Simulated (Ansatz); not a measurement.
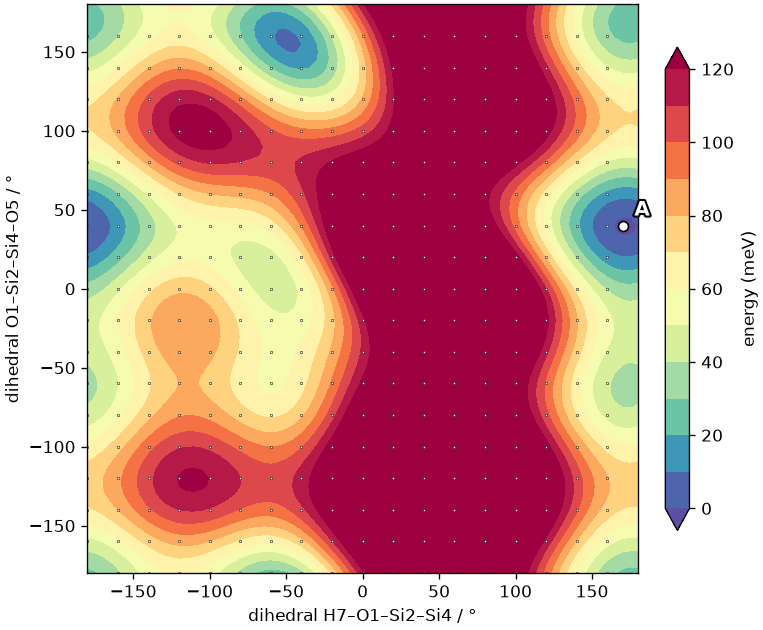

F₂H₄O₂Si₂, SMILES O[SiH](F)[SiH](O)F. First axis: dihedral H7–O1–Si2–Si4. Second axis: dihedral O1–Si2–Si4–O5. Nothing is relaxed (all other coordinates rigid). Grid: 18 × 18 points. Points are written as (first, second). Energies are in meV, from the lowest grid point. Level of theory: RHF/def2-SVP (Ansatz).

In the figure: filled contours, dots at the grid points, one colour for all values above the top of the scale, the point A. Between grid points the surface is interpolated.

### Find the lowest pass out of the well at A.

The easiest path leads from the well at about (170°, 40°) to the well at about (175°, −60°), about 38 meV higher. Its highest point lies about 48 meV above the bottom of the first well on the interpolated surface, at about (175°, −25°). Seen from the upper well the barrier is about 10 meV. This is the barrier on the constrained surface; relaxing the other coordinates would change it.

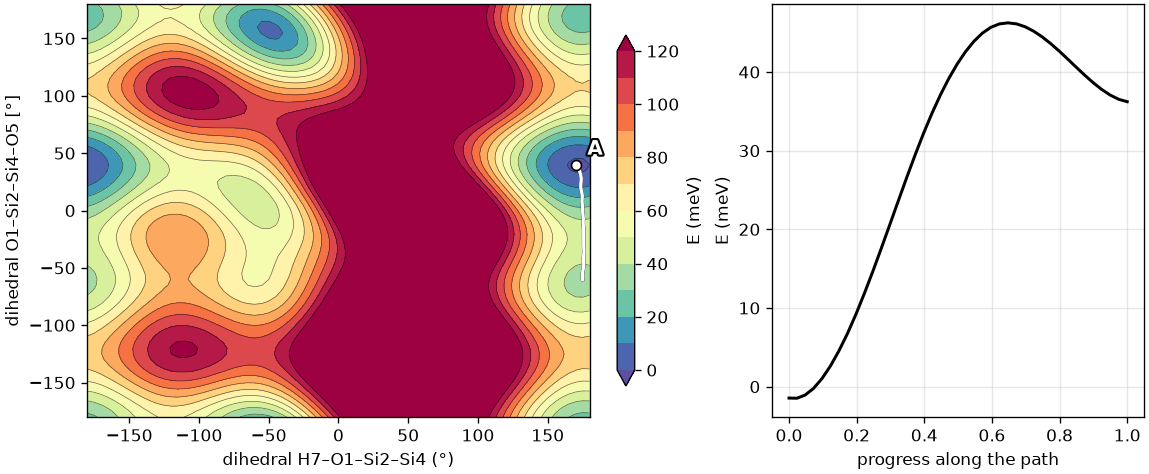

Drawn: filled contours, a line along the lowest path, one colour for all values above the top of the scale, the energy along the path at the right. Between grid points the surface is interpolated.
